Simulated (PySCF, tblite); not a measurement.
# C₄H₄F₄O₂: geometry, infrared bands and NMR shifts

Aim: predict the infrared bands and NMR shifts of C₄H₄F₄O₂ (`FC(F)[C@@H]1O[C@H](F)O[C@@H]1F`).

The runs use tblite 0.8.0 and PySCF 2.14.0, with density-fitted response routines of our own; the level of theory stands in each step. All values are computed, except where a source is named. Atoms count from 0, in the outputs and in this text.

## Step 1: The molecule as given

14 atoms, charge 0, multiplicity 1; geometry from: force field or distance geometry start.

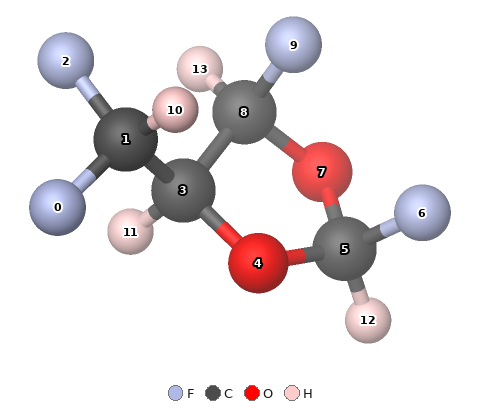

As it starts; fluorine light blue, carbon dark grey, oxygen red, hydrogen pink, atoms numbered.

## Step 2: Relaxing the molecule with GFN2-xTB

Job settings and geometry (Å):

```
{"job": {"kind": "relax", "xc": "GFN2-xTB", "basis": "xTB"}, "charge": 0, "multiplicity": 1}
F      2.449200     0.744300    -1.116900
C      1.619600     0.700300    -0.038500
F      2.399600     0.221200     0.992900
C      0.493400    -0.260500    -0.306600
O     -0.474300     0.236800    -1.223900
C     -1.732100    -0.187100    -0.706300
F     -2.402300     0.934200    -0.351300
O     -1.546800    -0.967100     0.471600
C     -0.291600    -0.535800     0.954100
F     -0.521100     0.611000     1.648700
H      1.288000     1.710600     0.196300
H      0.870300    -1.209700    -0.716400
H     -2.309700    -0.728200    -1.446800
H      0.157300    -1.270400     1.620800
```

Run with:

```bash
$ OMP_NUM_THREADS=1 python probes_run.py task.json out
```

This one command runs all jobs of the session in turn.

**Question.** This job is followed by: GFN2-xTB harmonic vibrations, gas phase; GIAO PBE0/pcSseg-1 NMR shielding, non-relativistic, gas phase. What will the session give for the following? strongest single infrared mode (GFN2-xTB); zero-point energy (GFN2-xTB); 13C shifts against TMS (PBE0/pcSseg-1); 1H shifts against TMS (PBE0/pcSseg-1); 19F shifts against CFCl3 (PBE0/pcSseg-1); 17O shifts against H2O (PBE0/pcSseg-1).

As calculated:

| quantity | value |
| --- | --- |
| strongest single infrared mode (GFN2-xTB) | 1070 cm⁻¹, 231 km/mol |
| zero-point energy (GFN2-xTB) | 53.9 kcal/mol |
| 13C shifts against TMS (PBE0/pcSseg-1) | 124.8, 120.3, 112.4, 83.7 ppm |
| 1H shifts against TMS (PBE0/pcSseg-1) | 6.62, 6.39, 6.37, 4.39 ppm |
| 19F shifts against CFCl3 (PBE0/pcSseg-1) | -89.6, -144.5, -145.0, -154.7 ppm |
| 17O shifts against H2O (PBE0/pcSseg-1) | 177.0, 127.9 ppm |

The optimisation took 49 steps and gained 0.334 eV; among the close pairs (by a distance rule), O4–C5 changed most, from 1.425 to 1.367 Å. No mode is imaginary among the 36: a minimum at this level. The strongest single mode, at 1070 cm⁻¹, is spread over several atoms, C1, C8, F0, C3 among them. GFN2-xTB is a fitted tight-binding method: band positions and strengths are rough. Its intensities can rank the bands wrongly. H12 (hydrogen on an sp3 carbon bearing two oxygens) lies farthest downfield among hydrogen, at 6.62 ppm; its carbon carries F and O, which withdraws density.
